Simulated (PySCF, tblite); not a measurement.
# CH12BSi4 radical, a small gas-phase stand-in for a defect centre (Si site with back bonds [SiH3], [SiH3], [BH][SiH3]): EPR parameters

Wanted: the EPR parameters for `[CH2][Si]([SiH3])([SiH3])B[SiH3]`. It is drawn as: carbon radical.

Computed with tblite 0.8.0 and PySCF 2.14.0; each step states its level. No surroundings beyond the atoms listed, unless a continuum is named. Atoms count from 0, parts from 1.

### 1 The system as given

18 atoms, charge 0, multiplicity 2; geometry: distance geometry start.

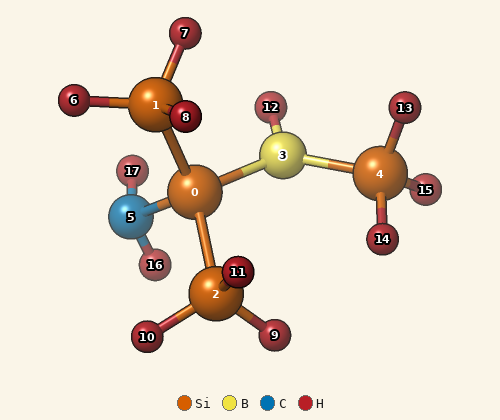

The starting geometry (silicon orange, boron yellow, carbon blue, hydrogen red), atoms numbered.

### 2 Relaxing the cluster with GFN2-xTB

Job settings and geometry (Å):

```
{"job": {"kind": "relax", "xc": "GFN2-xTB", "basis": "xTB"}, "charge": 0, "multiplicity": 2}
Si     0.492753    -0.047605    -0.573810
Si     1.881180    -1.451249     0.374456
Si     0.814290     2.007779     0.207005
B     -1.311050    -0.703733    -0.215493
Si    -2.394626    -0.097088     1.235942
C      0.617878     0.037888    -2.438808
H      3.142305    -1.654777    -0.389567
H      1.209351    -2.753632     0.587886
H      2.217385    -0.952106     1.715012
H     -0.445595     2.743799     0.166056
H      1.870577     2.671374    -0.598955
H      1.297733     1.901610     1.602277
H     -1.575082    -1.721922    -0.800557
H     -2.329663    -1.112539     2.280417
H     -1.933573     1.237250     1.735287
H     -3.757779     0.064519     0.725900
H     -0.050635     0.852353    -2.752595
H      0.180133    -0.906791    -2.846957
```

Level: GFN2-xTB geometry optimisation, gas phase.

Run with:

```
$ OMP_NUM_THREADS=1 python cluster_run.py task.json out
```

The driver reads the jobs from task.json and runs them one after another.

The log of the run:

```text
step      E/eV     max force
  0    -441.35499    2.679
  1    -441.62281    1.416
  2    -441.74803    0.795
  3    -441.84122    0.893
  4    -441.99776    0.885
  5    -442.07175    0.772
  6    -442.10939    0.494
  7    -442.14006    0.414
  8    -442.15136    0.315
  9    -442.16892    0.323
 10    -442.18292    0.373
 11    -442.19412    0.322
 12    -442.20086    0.203
 13    -442.20618    0.151
 14    -442.20965    0.127
 15    -442.21206    0.114
 16    -442.21415    0.095
 17    -442.21614    0.118
 18    -442.21797    0.117
 19    -442.21938    0.092
 20    -442.22038    0.074
 21    -442.22137    0.090
 22    -442.22270    0.104
 23    -442.22427    0.111
 24    -442.22579    0.109
 25    -442.22723    0.107
 26    -442.22889    0.129
 27    -442.23097    0.135
 28    -442.23322    0.132
 29    -442.23498    0.087
 30    -442.23621    0.083
 31    -442.23758    0.123
 32    -442.23971    0.150
 33    -442.24238    0.172
 34    -442.24478    0.146
 35    -442.24655    0.094
 36    -442.24808    0.106
 37    -442.24987    0.124
 38    -442.25164    0.100
 39    -442.25268    0.076
 40    -442.25316    0.061
 41    -442.25356    0.072
 42    -442.25406    0.071
 43    -442.25475    0.056
 44    -442.25513    0.044
 45    -442.25536    0.046
 46    -442.25559    0.043
 47    -442.25578    0.034
 48    -442.25589    0.022
 49    -442.25597    0.022
 50    -442.25605    0.023
 51    -442.25616    0.038
 52    -442.25632    0.043
 53    -442.25652    0.035
 54    -442.25671    0.031
 55    -442.25689    0.029
 56    -442.25707    0.035
 57    -442.25732    0.045
 58    -442.25770    0.061
 59    -442.25816    0.069
 60    -442.25856    0.051
 61    -442.25880    0.036
 62    -442.25894    0.034
 63    -442.25912    0.031
 64    -442.25941    0.042
 65    -442.25982    0.043
 66    -442.26020    0.052
 67    -442.26045    0.047
 68    -442.26072    0.037
 69    -442.26106    0.047
 70    -442.26159    0.062
 71    -442.26249    0.067
 72    -442.26335    0.080
 73    -442.26392    0.068
 74    -442.26442    0.104
 75    -442.26487    0.093
 76    -442.26540    0.108
 77    -442.26618    0.075
 78    -442.26685    0.065
 79    -442.26721    0.053
 80    -442.26759    0.080
 81    -442.26796    0.056
 82    -442.26859    0.049
 83    -442.26917    0.070
 84    -442.27010    0.080
 85    -442.27115    0.076
 86    -442.27187    0.113
 87    -442.27273    0.066
 88    -442.27330    0.070
 89    -442.27427    0.086
 90    -442.27523    0.075
 91    -442.27653    0.105
 92    -442.27785    0.088
 93    -442.27947    0.124
 94    -442.28108    0.212
 95    -442.28261    0.196
 96    -442.28538    0.127
 97    -442.28788    0.164
 98    -442.28901    0.096
 99    -442.29037    0.089
100    -442.29173    0.080
101    -442.29257    0.063
102    -442.29326    0.059
103    -442.29390    0.064
104    -442.29484    0.080
105    -442.29569    0.065
106    -442.29701    0.056
107    -442.29776    0.052
108    -442.29824    0.053
109    -442.29857    0.047
110    -442.29895    0.060
111    -442.29945    0.061
112    -442.30029    0.094
113    -442.30135    0.096
114    -442.30201    0.061
115    -442.30252    0.043
116    -442.30298    0.063
117    -442.30356    0.085
118    -442.30422    0.086
119    -442.30488    0.059
120    -442.30548    0.059
121    -442.30609    0.064
122    -442.30678    0.059
123    -442.30755    0.089
124    -442.30824    0.070
125    -442.30880    0.079
126    -442.30933    0.056
127    -442.30992    0.060
128    -442.31047    0.048
129    -442.31090    0.054
130    -442.31132    0.065
131    -442.31188    0.067
132    -442.31275    0.059
133    -442.31385    0.080
134    -442.31477    0.079
135    -442.31532    0.090
136    -442.31593    0.062
137    -442.31648    0.051
138    -442.31750    0.077
139    -442.31795    0.060
140    -442.31858    0.058
141    -442.31909    0.057
142    -442.31944    0.055
143    -442.31973    0.048
144    -442.31991    0.031
145    -442.32005    0.033
146    -442.32017    0.029
147    -442.32032    0.034
148    -442.32048    0.041
149    -442.32066    0.038
150    -442.32081    0.037
151    -442.32093    0.035
152    -442.32103    0.029
153    -442.32112    0.031
154    -442.32121    0.039
155    -442.32132    0.041
156    -442.32146    0.032
157    -442.32159    0.037
158    -442.32172    0.034
159    -442.32181    0.024
160    -442.32186    0.015
161    -442.32189    0.012
162    -442.32192    0.011
163    -442.32195    0.012
164    -442.32198    0.016
165    -442.32203    0.019
166    -442.32208    0.015
167    -442.32211    0.020
168    -442.32214    0.018
169    -442.32217    0.014
170    -442.32220    0.012
171    -442.32221    0.008
172    -442.32222    0.007
```

Run time: 8.4 s. Hardware: 1 thread of AMD EPYC 9R45, shared host.

Step by step:

```
step  energy from step 0 (eV)  largest force (eV/Å)
   0                   0.0000                2.6791
   7                  -0.7851                0.4132
  14                  -0.8547                0.1271
  21                  -0.8664                0.0898
  28                  -0.8782                0.1317
  35                  -0.8916                0.0938
  42                  -0.8991                0.0714
  49                  -0.9010                0.0214
  56                  -0.9021                0.0351
  63                  -0.9041                0.0315
  70                  -0.9066                0.0616
  77                  -0.9112                0.0747
  84                  -0.9151                0.0802
  91                  -0.9215                0.1044
  98                  -0.9340                0.0962
 105                  -0.9407                0.0656
 112                  -0.9453                0.0937
 119                  -0.9499                0.0597
 126                  -0.9543                0.0565
 133                  -0.9589                0.0795
 140                  -0.9636                0.0570
 147                  -0.9653                0.0340
 154                  -0.9662                0.0395
 161                  -0.9669                0.0120
 168                  -0.9672                0.0188
 172                  -0.9672                0.0072
```

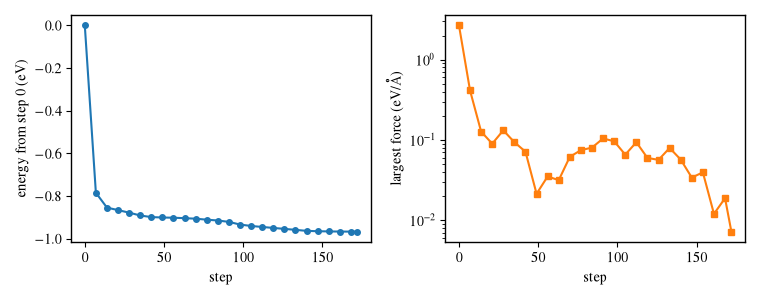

Energy and force, step by step.

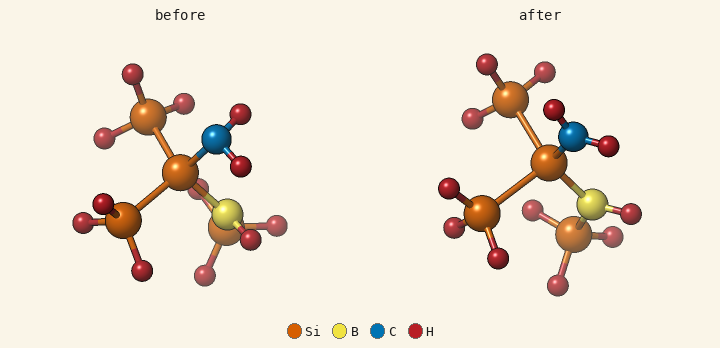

Before and after, at one scale.

Close pairs (by a distance rule), those that changed most:

```
   bond  before (Å)  after (Å)  change (Å)
Si0–Si1       2.190      2.384      +0.194
Si0–Si2       2.222      2.354      +0.132
 B3–Si4       1.910      1.962      +0.052
 Si0–C5       1.871      1.828      -0.044
 C5–H17       1.118      1.077      -0.041
 B3–H12       1.204      1.176      -0.028
 Si1–H6       1.488      1.462      -0.027
Si2–H10       1.485      1.463      -0.022
```

### 3 Geometry optimisation at PBE0-D3(BJ)/def2-SVP

Job settings and geometry (Å):

```
{"job": {"xc": "PBE0", "basis": "def2-SVP", "d3": "d3bj", "grid": 2, "kind": "geom", "shake": 0.01}, "charge": 0, "multiplicity": 2}
Si     0.208345    -0.019152    -0.769873
Si     1.672602    -1.364062     0.487975
Si     0.770743     2.174680    -0.101211
B     -1.571503    -0.569073    -0.270796
Si    -2.320897    -0.423755     1.543306
C      0.659853    -0.168831    -2.531735
H      3.079491    -1.136605     0.102899
H      1.415483    -2.780798     0.310373
H      1.554375    -1.055023     1.937104
H     -0.249097     3.160412    -0.395524
H      2.012234     2.636105    -0.726919
H      1.027649     2.237826     1.359063
H     -2.302068    -1.088853    -1.087497
H     -2.209849    -1.685915     2.301695
H     -1.641175     0.570634     2.402595
H     -3.746797    -0.051237     1.656220
H      1.580786     0.237358    -2.937524
H      0.041054    -0.668069    -3.254236
```

The log of the run:

```text
step   0  E = -1227.05346678  max force = 0.016496
step   1  E = -1227.06135872  max force = 0.004461
step   2  E = -1227.06168841  max force = 0.001078
step   3  E = -1227.06178844  max force = 0.000792
step   4  E = -1227.06182019  max force = 0.000953
step   5  E = -1227.06186334  max force = 0.000516
step   6  E = -1227.06188823  max force = 0.000436
step   7  E = -1227.06191559  max force = 0.000731
step   8  E = -1227.06193803  max force = 0.000901
step   9  E = -1227.06195583  max force = 0.000592
step  10  E = -1227.06196522  max force = 0.000486
step  11  E = -1227.06197148  max force = 0.000290
optimisation converged
```

It took 2.7 min on 1 thread of AMD EPYC 9R45, shared host; peak memory 0.93 GiB.

Relaxation path:

```
step  energy from step 0 (eV)  largest force component (eV/Å)
   0                   0.0000                          0.8483
   1                  -0.2148                          0.2294
   2                  -0.2237                          0.0554
   3                  -0.2264                          0.0407
   4                  -0.2273                          0.0490
   5                  -0.2285                          0.0265
   6                  -0.2292                          0.0224
   7                  -0.2299                          0.0376
   8                  -0.2305                          0.0463
   9                  -0.2310                          0.0304
  10                  -0.2313                          0.0250
  11                  -0.2314                          0.0149
```

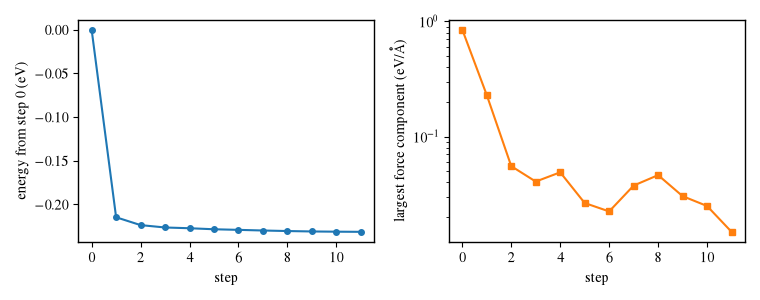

Energy and force, step by step.

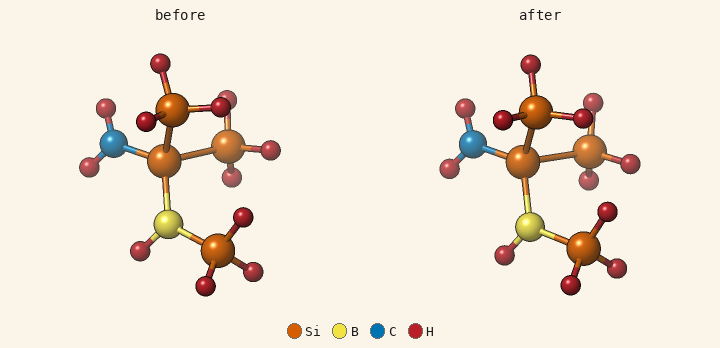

Before and after, at one scale.

Distances of close pairs at the start and the end, largest changes first:

```
   bond  before (Å)  after (Å)  change (Å)
 Si0–B3       1.929      1.981      +0.053
 Si2–H9       1.449      1.496      +0.047
 B3–Si4       1.968      2.014      +0.046
 Si1–H7       1.451      1.495      +0.044
Si2–H10       1.465      1.497      +0.032
Si4–H13       1.477      1.502      +0.026
 Si0–C5       1.825      1.847      +0.022
 C5–H17       1.074      1.095      +0.021
```

The next job starts from the end point, and lists it.

```
                         at the end point                value
  point group (found at 0.08 Å tolerance)                   C1
rotational constants (GHz, main isotopes)  1.395, 0.945, 0.821
                        dipole moment (D)                 1.16
                                     ⟨S²⟩                0.755
```

### 4 g tensor and hyperfine couplings: B3LYP/IGLO-III+pcH-1

Job settings and geometry (Å):

```
{"job": {"kind": "epr"}, "charge": 0, "multiplicity": 2}
Si     0.197244     0.039841    -0.862711
Si     1.556359    -1.349912     0.499155
Si     0.758867     2.180529    -0.061650
B     -1.596673    -0.570003    -0.282909
Si    -2.195985    -0.376425     1.630257
C      0.689356    -0.161781    -2.631686
H      2.993210    -0.987733     0.291276
H      1.369628    -2.792844     0.154829
H      1.204126    -1.142537     1.938530
H     -0.187527     3.223106    -0.566314
H      2.136999     2.521243    -0.535351
H      0.744079     2.193532     1.432669
H     -2.317202    -1.183931    -1.038239
H     -2.007870    -1.714266     2.287510
H     -1.416155     0.628123     2.419349
H     -3.649029    -0.025077     1.728280
H      1.618361     0.256468    -3.034296
H      0.082651    -0.731776    -3.343743
```

With the program's defaults for keys left out, this is: UKS B3LYP, IGLO-III on B C Si, pcH-1 on H, non-relativistic, mean-field spin-orbit, GIAO.

The log of the run:

```text
UKS, coarse grid
  cycle   1  E = -1228.15715349  |g| = 2.78e-01
  cycle   2  E = -1228.14007969  |g| = 3.06e-01
  cycle   3  E = -1228.19238736  |g| = 6.04e-02
  cycle   4  E = -1228.19474438  |g| = 1.75e-02
  cycle   5  E = -1228.19494096  |g| = 7.87e-03
  cycle   6  E = -1228.19498645  |g| = 2.62e-03
  cycle   7  E = -1228.19499385  |g| = 1.07e-03
  cycle   8  E = -1228.19499517  |g| = 2.74e-04
UKS, final grid
  cycle   1  E = -1228.19493723  |g| = 2.96e-04
  cycle   2  E = -1228.19493720  |g| = 3.79e-04
  cycle   3  E = -1228.19493729  |g| = 3.70e-05
  cycle   4  E = -1228.19493729  |g| = 2.04e-05
E = -1228.19493729 Eh   <S^2> = 0.7548 (exact 0.7500)
g shifts (ppm)      1          2          3
  rmc          -128       -128       -128
  gc             -2         34          9
  oz_so        -104        477        760
  total        -234        383        641
hyperfine (MHz)  atom isotope    a_iso     a_fc   dipolar eigenvalues
    0  29Si      46.23      46.34     -2.88      0.44      2.44
    1  29Si     -74.27     -74.39    -14.63      6.86      7.78
    2  29Si     -31.53     -31.58     -6.27      3.02      3.25
    3   11B       3.95       3.95     -1.39     -0.92      2.32
    4  29Si       1.84       1.84     -0.26      0.05      0.21
    5   13C      76.13      76.27    -71.87    -71.19    143.06
    6    1H      -3.70      -3.70     -1.83     -0.92      2.75
    7    1H      -0.87      -0.87     -1.84     -0.86      2.70
    8    1H      22.93      22.93     -1.45     -0.39      1.84
    9    1H       0.32       0.32     -1.31     -0.96      2.27
   10    1H      -1.49      -1.49     -1.44     -1.15      2.60
   11    1H       5.97       5.97     -1.01     -0.60      1.60
   12    1H      -1.23      -1.23     -1.54     -1.11      2.66
   13    1H       2.86       2.86     -0.47     -0.43      0.90
   14    1H       0.52       0.52     -0.58     -0.48      1.06
   15    1H      -0.91      -0.91     -0.39     -0.35      0.73
   16    1H     -55.53     -55.55    -34.74     -0.88     35.62
   17    1H     -55.98     -55.99    -34.77     -0.80     35.56
```

Run time: 85 s. Hardware: 1 thread of AMD EPYC 9R45, shared host; peak memory 1.5 GiB.

Principal g values 2.00209, 2.00270, 2.00296; g(iso) = 2.00258, against 2.00232 for a free electron.

Hyperfine couplings, nucleus by nucleus at this fixed geometry (no averaging over rotations):

```
nuclei  isotope  a(iso) (MHz)  a(iso) (G, at g = 2.0023)  largest dipolar term (MHz)
    C5      13C          76.1                       27.2                       143.1
   Si1     29Si         -74.3                      -26.5                       -14.6
   H17       1H         -56.0                      -20.0                        35.6
   H16       1H         -55.5                      -19.8                        35.6
   Si0     29Si          46.2                       16.5                        -2.9
   Si2     29Si         -31.5                      -11.3                        -6.3
    H8       1H          22.9                        8.2                         1.8
   H11       1H           6.0                        2.1                         1.6
    B3      11B           4.0                        1.4                         2.3
    H6       1H          -3.7                       -1.3                         2.7
   H13       1H           2.9                        1.0                         0.9
   Si4     29Si           1.8                        0.7                        -0.3
   H10       1H          -1.5                       -0.5                         2.6
   H12       1H          -1.2                       -0.4                         2.7
```

Mulliken spin populations:

Si0 -0.01; Si1 0.05; Si2 0.02; B3 0.01; Si4 0.00; C5 1.00; H6 0.00; H7 0.00; H8 0.01; H9 0.00; H10 0.00; H11 0.00; H12 0.00; H13 0.00; H14 0.00; H15 0.00; H16 -0.05; H17 -0.04

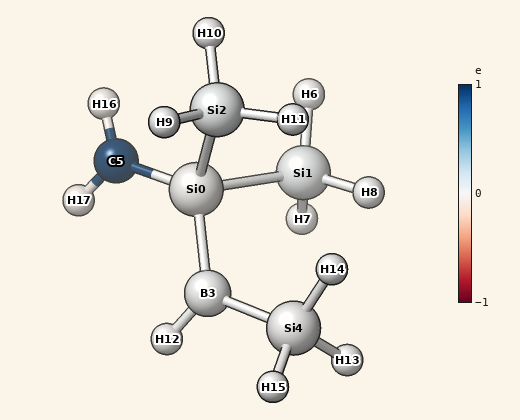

Mulliken spin populations, as colours on the atoms.

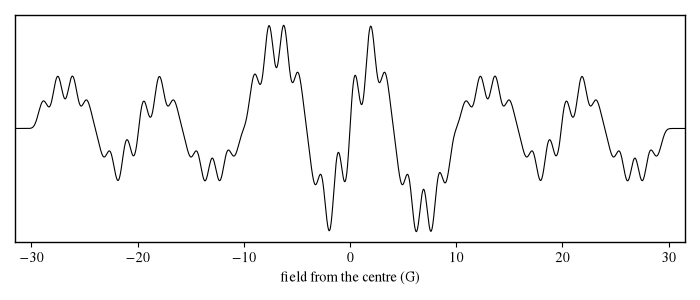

First-order isotropic spectrum (first derivative, main isotopes with spin only, couplings over 0.8 MHz, Gaussian width 0.3 G; couplings of the frozen geometry, rotation of groups not averaged beyond the rows shown).

The fields below are evaluated on a grid from the run's orbitals.

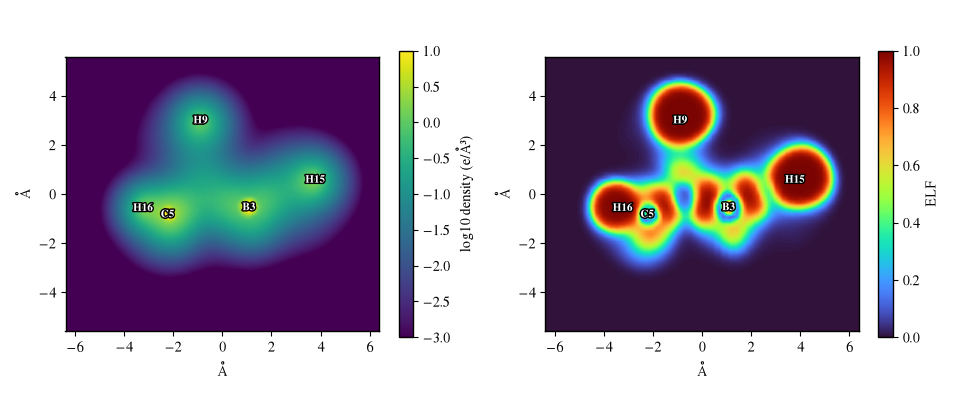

Density (left) and ELF (right) in a plane through or near 5 of the atoms.

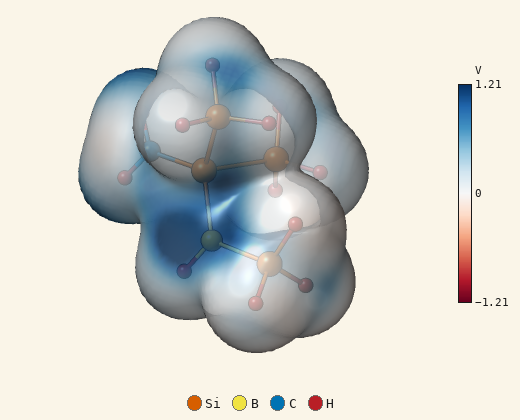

The potential that a unit positive charge feels on the 0.002 e/bohr³ surface, from -0.11 to 1.21 V.

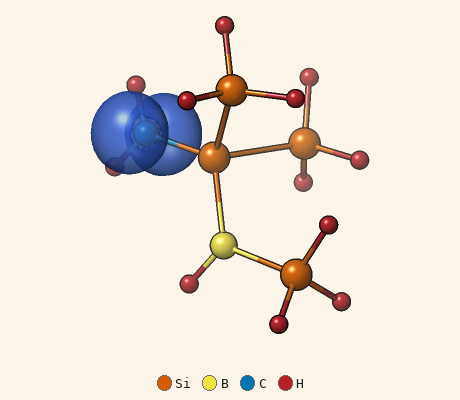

Spin density at ±0.04 e/Å³ (alpha excess blue, beta excess red).

### 5 EPR parameters: BHandHLYP/IGLO-III+pcH-1

Settings changed since step 4:

```diff
@@ -1,2 +1,2 @@
-{"job": {"kind": "epr"}, "charge": 0, "multiplicity": 2}
+{"job": {"kind": "epr", "xc": "BHandHLYP"}, "charge": 0, "multiplicity": 2}
 Si     0.197244     0.039841    -0.862711
```

Method: UKS BHandHLYP, IGLO-III on B C Si, pcH-1 on H, non-relativistic, mean-field spin-orbit, GIAO.

The log of the run:

```text
UKS, coarse grid
  cycle   1  E = -1228.00487682  |g| = 2.27e-01
  cycle   2  E = -1228.03492253  |g| = 1.44e-01
  cycle   3  E = -1228.04585096  |g| = 4.37e-02
  cycle   4  E = -1228.04759850  |g| = 1.20e-02
  cycle   5  E = -1228.04776567  |g| = 4.15e-03
  cycle   6  E = -1228.04779605  |g| = 1.97e-03
  cycle   7  E = -1228.04780065  |g| = 5.91e-04
UKS, final grid
  cycle   1  E = -1228.04776344  |g| = 3.87e-04
  cycle   2  E = -1228.04776359  |g| = 2.91e-04
  cycle   3  E = -1228.04776366  |g| = 1.07e-04
  cycle   4  E = -1228.04776370  |g| = 3.23e-05
  cycle   5  E = -1228.04776371  |g| = 1.58e-05
E = -1228.04776371 Eh   <S^2> = 0.7569 (exact 0.7500)
g shifts (ppm)      1          2          3
  rmc          -128       -128       -128
  gc             -1         34         12
  oz_so        -108        425        713
  total        -237        331        598
hyperfine (MHz)  atom isotope    a_iso     a_fc   dipolar eigenvalues
    0  29Si      57.79      57.93     -3.94      0.84      3.10
    1  29Si     -74.53     -74.63    -13.87      6.36      7.51
    2  29Si     -32.41     -32.46     -6.11      2.93      3.18
    3   11B       3.79       3.79     -1.21     -0.68      1.88
    4  29Si       1.76       1.76     -0.27      0.05      0.22
    5   13C      99.14      99.28    -72.18    -71.71    143.88
    6    1H      -3.60      -3.60     -1.80     -0.97      2.77
    7    1H      -1.38      -1.38     -1.82     -0.93      2.74
    8    1H      20.72      20.72     -1.36     -0.43      1.78
    9    1H      -0.30      -0.30     -1.32     -0.99      2.31
   10    1H      -1.47      -1.47     -1.45     -1.20      2.64
   11    1H       5.37       5.37     -0.98     -0.61      1.59
   12    1H      -0.97      -0.98     -1.56     -1.24      2.79
   13    1H       1.76       1.76     -0.45     -0.41      0.86
   14    1H       0.37       0.37     -0.57     -0.46      1.03
   15    1H      -0.92      -0.92     -0.36     -0.34      0.70
   16    1H     -65.54     -65.56    -36.18     -0.92     37.10
   17    1H     -66.26     -66.27    -36.23     -0.80     37.03
```

It took 81 s on 1 thread of AMD EPYC 9R45, shared host; peak memory 1.5 GiB.

In short: g(iso) 2.00255.

### 6 Comparing the runs: EPR parameters

g, ⟨S²⟩ and isotropic hyperfine couplings (MHz), with basis size and wall time:

```
                     run   g(iso)   ⟨S²⟩  13C C5  29Si Si1  1H H17  1H H16  29Si Si0  functions  time
    B3LYP/IGLO-III+pcH-1  2.00258  0.755    76.1     -74.3   -56.0   -55.5      46.2        366  85 s
BHandHLYP/IGLO-III+pcH-1  2.00255  0.757    99.1     -74.5   -66.3   -65.5      57.8        366  81 s
```

### 7 Results

| quantity | value |
| --- | --- |
| point group | C1 |
| rotational constants (main isotopes) | 1.39, 0.95, 0.82 GHz |
| g(iso) (B3LYP) | 2.00258 |
| ⟨S²⟩ | 0.755 (exact 0.75) |
| largest a(iso) | 13C on C5, 76.1 MHz |
| potential on the surface of density 0.002 e/bohr³, 1st and 99th percentile | -0.11 V and 1.21 V |

**Reading.** The start of the PBE0/def2-SVP relaxation was shaken at random by about 0.01 Å, so part of the energy gained, and of the first lengths quoted, undoes that. The optimisation took 11 steps and gained 0.231 eV; among the close pairs (by a distance rule), Si0–B3 changed most, from 1.929 to 1.981 Å (PBE0/def2-SVP). C5 carries the largest spin population, 1.00 e. The isotropic g lies 0.3 ppt above the free-electron value. The coupling of 13C on C5 runs from 76.1 (B3LYP/IGLO-III+pcH-1) to 99.1 MHz (BHandHLYP/IGLO-III+pcH-1). A capped cluster stands for the solid here, so long-range fields and strain are missing, and bands or shifts of the capping hydrogens have no counterpart in it.
